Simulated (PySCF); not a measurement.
# C₉H₇N, SMILES `c1ccc2ncccc2c1`: electronic structure

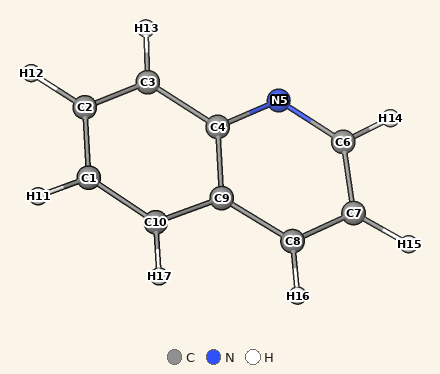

The molecule, with its atoms numbered as below. No frequency check shows the geometry to be a minimum.

Cartesian coordinates (Å):

```
C1       2.3928    0.6961    0.0000
C2       2.3813   -0.7086    0.0000
C3       1.1999   -1.3958    0.0000
C4      -0.0268   -0.6996    0.0000
N5      -1.1747   -1.4075    0.0000
C6      -2.3054   -0.7614    0.0000
C7      -2.4110    0.6421    0.0000
C8      -1.2617    1.3837    0.0000
C9      -0.0156    0.7229    0.0000
C10      1.2205    1.3991    0.0000
H11      3.3392    1.2170    0.0000
H12      3.3205   -1.2422    0.0000
H13      1.1685   -2.4740    0.0000
H14     -3.1987   -1.3742    0.0000
H15     -3.3839    1.1095    0.0000
H16     -1.2886    2.4653    0.0000
H17      1.2223    2.4802    0.0000
```

### 1. Bonding charge

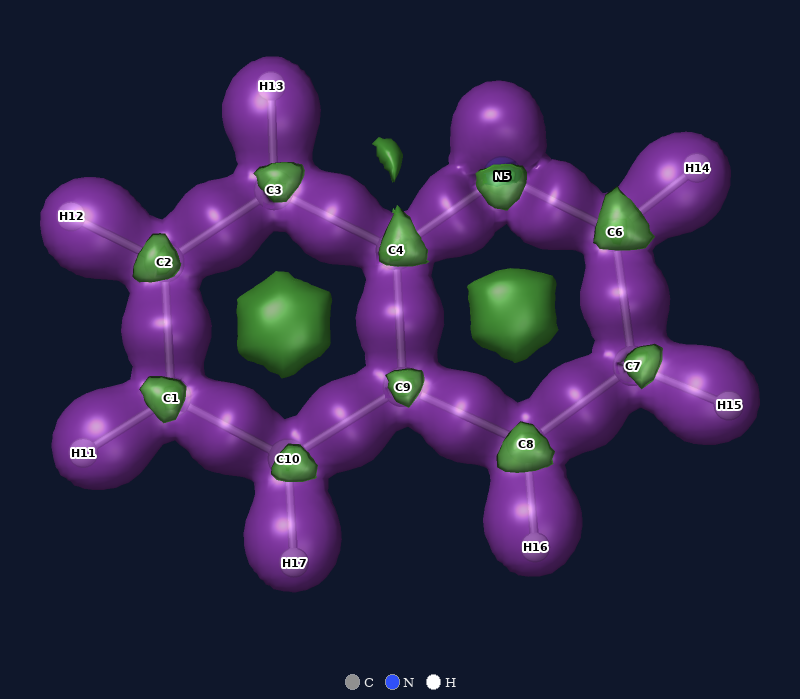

Deformation density (molecule less spherical, spin-averaged free atoms at the same positions), surfaces at ±0.1 e/Å³; purple: gain, green: loss.

PySCF calculation, PBE0/6-31+G*, gas phase; geometry: GFN2-xTB.

Question: Describe the bonding that the map shows.

Answer: The five largest and four smallest: C6–H14: +0.72 e/Å³ at the bond critical point (bond length 1.08 Å). C3–H13: +0.70 e/Å³ at the bond critical point (bond length 1.08 Å). C2–H12: +0.69 e/Å³ at the bond critical point (bond length 1.08 Å). C1–H11: +0.69 e/Å³ at the bond critical point (bond length 1.08 Å). C8–H16: +0.69 e/Å³ at the bond critical point (bond length 1.08 Å). C8–C9: +0.61 e/Å³ at the bond critical point (bond length 1.41 Å). C9–C10: +0.61 e/Å³ at the bond critical point (bond length 1.41 Å). N5–C6: +0.56 e/Å³ at the bond critical point (bond length 1.30 Å). C4–N5: +0.50 e/Å³ at the bond critical point (bond length 1.35 Å). In all, 4.1 electrons gather in the regions of gain relative to the promolecule.

Question: Where do the Hirshfeld charges lie?

Answer: The highest Hirshfeld charge is on H13 (+0.06 e), the lowest on N5 (−0.18 e).

### 2. Bond critical points

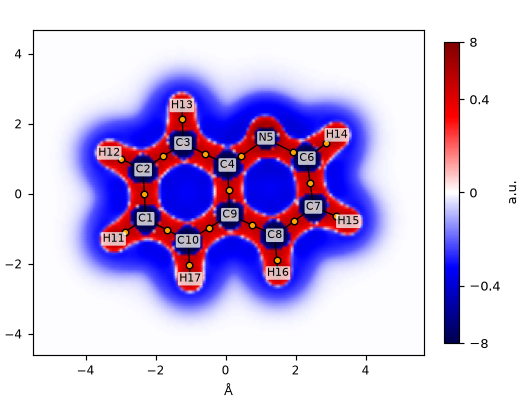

Negative Laplacian of the density (−∇²ρ) in the molecular plane (red positive, blue negative, colour scale in a.u., logarithmic beyond ±0.04), with bond paths and bond critical points (dots).

Question: At which bond critical points in this plane is charge locally concentrated, and at which depleted?

Answer: Concentrated (∇²ρ < 0): N5–C6 (−0.74 a.u.); C4–N5 (−1.00 a.u.); C2–C3 (−0.94 a.u.); C1–C10 (−0.93 a.u.); C7–C8 (−0.93 a.u.); C3–C4 (−0.86 a.u.); C6–C7 (−0.85 a.u.); C1–C2 (−0.84 a.u.); C9–C10 (−0.83 a.u.); C8–C9 (−0.83 a.u.); C4–C9 (−0.80 a.u.); C6–H14 (−1.03 a.u.); C3–H13 (−1.02 a.u.); C2–H12 (−1.00 a.u.); C1–H11 (−1.00 a.u.); C7–H15 (−1.00 a.u.); C8–H16 (−1.00 a.u.); C10–H17 (−0.99 a.u.). At none is it depleted.

Question: Where along N5–C6 does the critical point lie?

Answer: 0.86 Å from N5 and 0.44 Å from C6.

### 3. Local ionisation energy

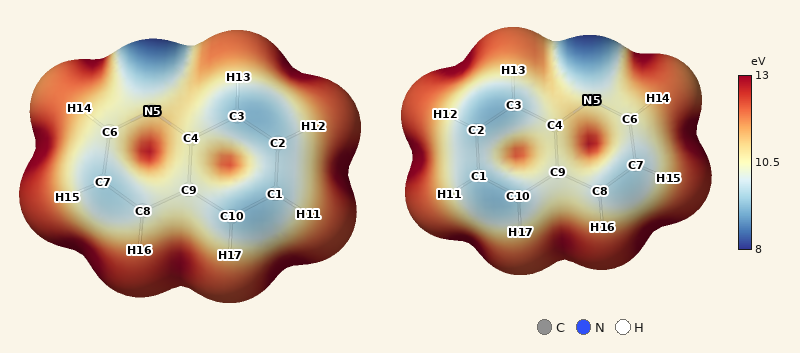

Average local ionisation energy on the surface of electron density 0.001 a.u. (back view left, front view right).

Question: Where are the most loosely bound electrons on this surface?

Answer: The lowest value is 8.2 eV, 2.0 Å from N5. Further minima include 9.2 eV, off the C2–C3 bond (2.1 to 2.2 Å from its atoms), and at like points elsewhere. For comparison, the highest occupied orbital lies at −6.8 eV.

Question: What volume does the surface enclose, and what is the dipole moment?

Answer: About 167 Å³; the dipole moment is 2.1 D.

### 4. Excited states

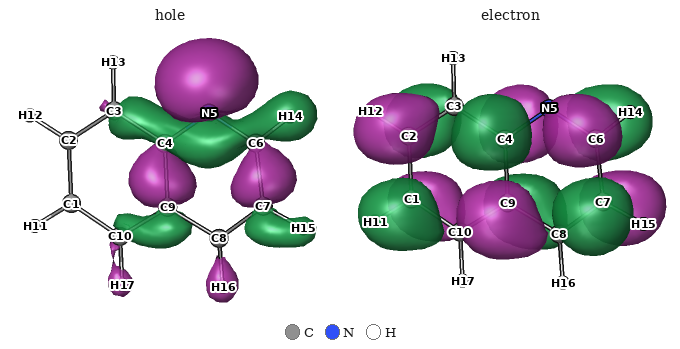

Leading natural transition orbital pair of S₄ (TDA singlet states); the surfaces enclose about 85 % of each orbital's density.

Method: PBE0/6-31G*; geometry: GFN2-xTB; program: PySCF. Without diffuse functions Rydberg states are missing, so the states' numbers hold for this basis only.

Question: What kind of excitation is it, and where does it lie?

Answer: 5.35 eV (232 nm), f = 0.000 (dark), n → π*; the leading pair carries 100 %; hole on N5 (58 %), C4 and C6 (9 % each) and C7 and C9 (6 % each), electron on C4 and C7 (15 % each), C6 and C9 (13 % each) and C1 and C2 (10 % each); their centroids lie 1.4 Å apart. In canonical orbitals it is mainly HOMO−1 → LUMO+1 (99 %). The HOMO–LUMO gap is 5.34 eV.

### 5. Localised orbitals

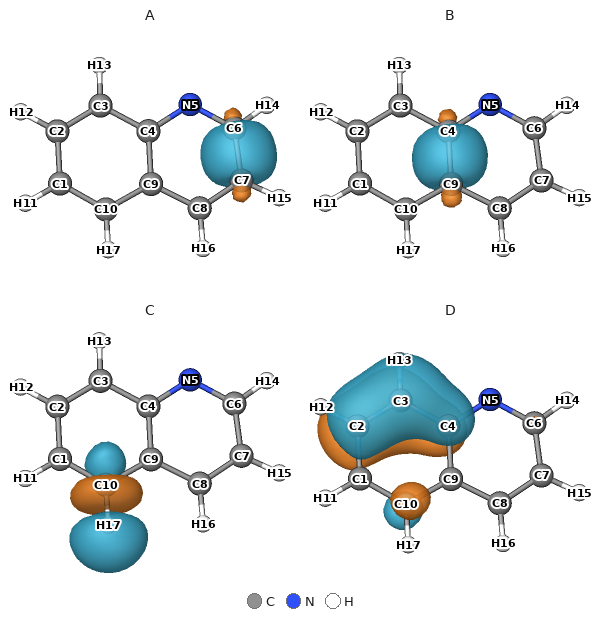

Intrinsic bond orbitals (IBO), occupied and valence-virtual; each surface holds about 85 % of the orbital's density. Energies are diagonal elements of the Fock matrix.

PySCF calculation, PBE0/def2-SVP, gas phase; geometry: GFN2-xTB.

Question: Name the orbitals, with their atomic make-up and energies.

Answer: By panel:
- A: σ bond C7–C6 (C7 50 %, C6 49 %; −17.0 eV)
- B: σ bond C9–C4 (C9 50 %, C4 49 %; −16.7 eV)
- C: σ* orbital H17–C10 (H17 57 %, C10 42 %; 10.5 eV)
- D: delocalised π orbital mainly over C3, C2 and C4 (C3 49 %, C2 33 %, C4 13 %; −8.6 eV)

The PySCF runs shown took 20 s, 3.2 min and 18 s on 1 thread of Intel(R) Xeon(R) 6975P-C (Granite Rapids) (shared host).
